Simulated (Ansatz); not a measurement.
F3H3OSTi

The calculation's input:

```
crystal:
  periodic: [false, false, false]
  atoms:
    - { symbol: Ti, position_ang: [0.193154, -0.600511, -0.346369] }
    - { symbol: O, position_ang: [0.499873, 0.299218, 2.607995] }
    - { symbol: H, position_ang: [-0.435066, 0.538906, 2.594345] }
    - { symbol: F, position_ang: [1.402222, 0.592081, -0.609665] }
    - { symbol: F, position_ang: [-1.285063, 0.050871, 0.29163] }
    - { symbol: F, position_ang: [-0.229177, -1.305769, -1.857107] }
    - { symbol: S, position_ang: [0.99437, -2.41855, 0.950875] }
    - { symbol: H, position_ang: [0.242001, -3.305292, 0.257902] }
    - { symbol: H, position_ang: [0.467585, -0.665052, 2.799195] }
basis:
  gaussian: { orbitals: def2-SVP }
hamiltonian:
  xc: pbe0
  dispersion: d4
relax:
  f_tol: 0.03
  max_steps: 50
output:
  orbitals: {}
```

Launched as:

```sh
ansatz run input.yaml --threads 4 --pin off --max-ram 5120MiB --backend cpu --events-out ev --progress --plain --runs-dir out
```

The fields are those of the run's last geometry, not of the input's.

Theory: RKS PBE0-D4/def2-SVP (Ansatz 0.2.0).

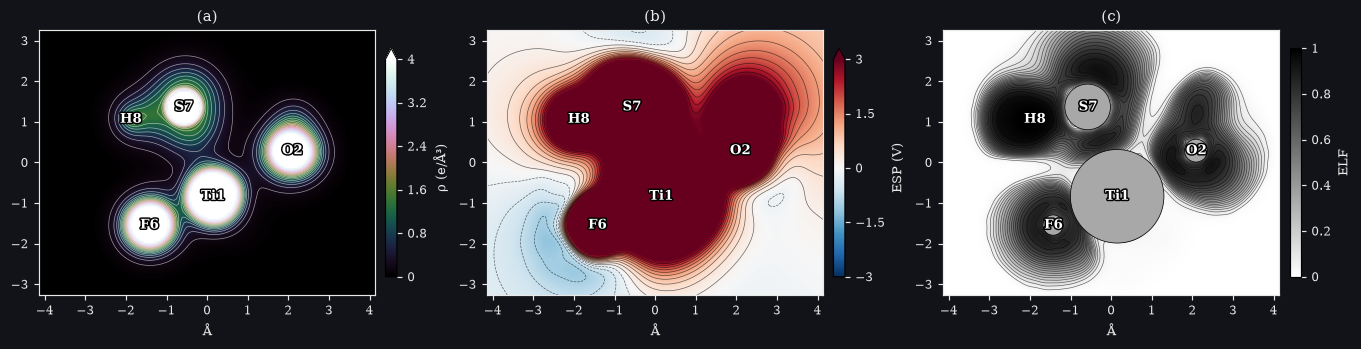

Figure 1. (a) electron density; (b) electrostatic potential; (c) ELF on the plane of atoms O2, Ti1 and S7. Grey discs cover the atomic cores in the ELF map.

> Read the bonding off the picture.

- Atoms in the plane: Ti, O, F, S and H.
- Ti–F (1.73 Å): ρ is about 1.1 e/Å³ halfway; the ELF peaks at about 0.85 in the valence shell of F, 0.5 Å from its nucleus, and drops to about 0.25 between the two atoms.
- Ti–O (2.24 Å): ρ is about 0.31 e/Å³ halfway; the ELF peaks at about 0.95 in the valence shell of O, 0.6 Å from its nucleus, and is about 0.10 at the midpoint.
- Ti–S (2.32 Å): the density is about 0.59 e/Å³ at the midpoint; the ELF peaks at about 0.90 in the valence shell of S, 0.9 Å from its nucleus, and is about 0.60 at the midpoint.
- S–H (1.35 Å): ρ at the midpoint is about 1.4 e/Å³; the ELF climbs to about 1 towards the hydrogen, as it does in any bond to H.
- Outside the dense part of the molecule the potential is most negative (−1.2 V) near F6.

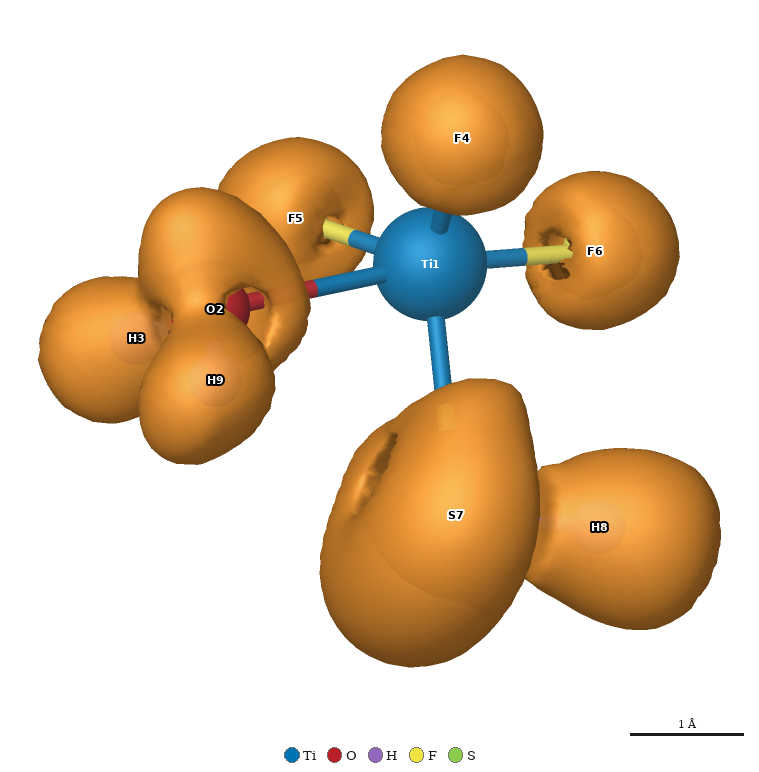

Figure 2. Isosurface of the ELF at 0.8 (orange), seen at a tilt. Only the valence region is drawn (cores and ρ < 0.01 e/Å³ removed).

> Describe the localisation domains.

The surface consists of one region around a hydrogen nucleus, three regions wrapped around F (the valence shell of each), one region wrapped around S (its valence shell) and one joined region spread over several atoms (H, O), in which their bonds and any lone pairs are merged.

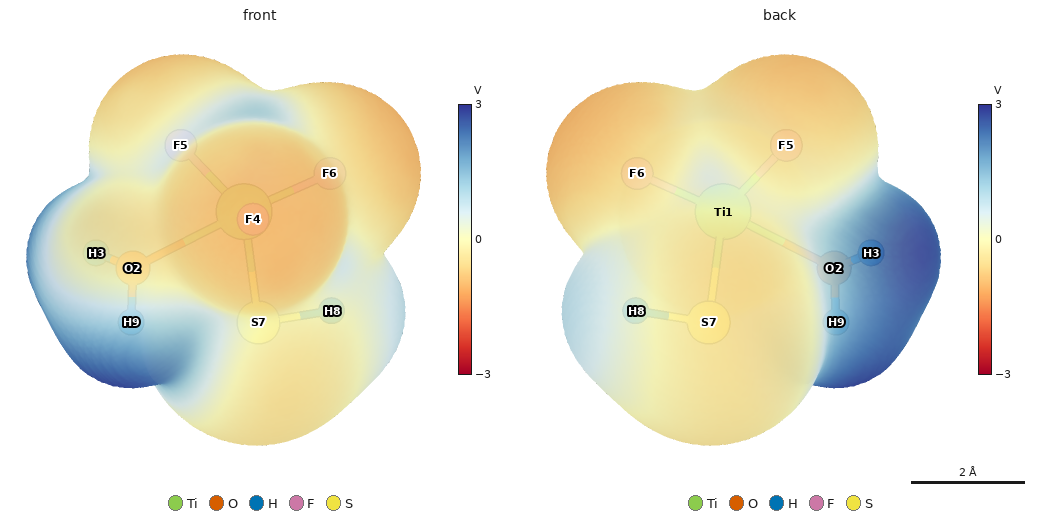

Figure 3. The electrostatic potential painted on the density surface at 0.001 e/bohr³, seen from the front and from behind; the colour scale runs from red (negative) to blue (positive).

> Which sites attract a positive test charge, and which a negative one?

A positive charge is drawn to the negative regions and a negative charge to the positive ones. The most negative region (about −1.0 V) lies over F4 and F6, the most positive (about +2.8 V) over H3 and H9.
